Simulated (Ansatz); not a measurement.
## Ta (bcc, W type): energy against volume

Ta (bcc, W type)

```
CELL_PARAMETERS angstrom
     -1.65987     1.65987     1.65987
      1.65987    -1.65987     1.65987
      1.65987     1.65987    -1.65987
ATOMIC_POSITIONS crystal
  Ta 0.00000 0.00000 0.00000
```

Equation-of-state scan: isotropic scaling of the cell above, V₀ being its volume. Symmetry pins the atoms to their sites.

The numbers are results of PBE (plane waves to 420 eV, PAW, scalar-relativistic; Ansatz, an electronic-structure program), not measurements. k mesh 20×20×20 (Γ-centred), Fermi-Dirac smearing 0.05 eV. Energies are smeared free energies. Spin-orbit coupling is left out, though Ta is heavy. Ta is run without spin polarisation. Ta was relaxed with its symmetry unable to fall. The PAW data are Ansatz's earlier set. The zero of ΔE is the relaxed starting cell.

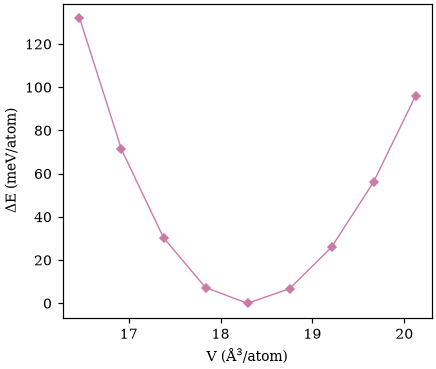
Figure: ΔE (meV/atom) against V (Å³/atom); markers are the computed points, lines only join them.

The energy cost of the largest compression is 132 meV/atom and the pressure derivative B₀′ (fit) is 3.8. The pressure for 5 % compression (fit) is 11.1 GPa. The energy cost of the largest expansion is 96 meV/atom and the equilibrium volume of the fit is 18.29 Å³/atom.

P = (3B₀/2)(x⁷ − x⁵)[1 + ¾(B₀′ − 4)(x² − 1)] with x = (1/0.95)^(1/3), B₀ = 196 GPa and B₀′ = 3.78.

(A scan under strain: stresses follow from slopes of the energy per volume, elastic moduli from its curvatures.)
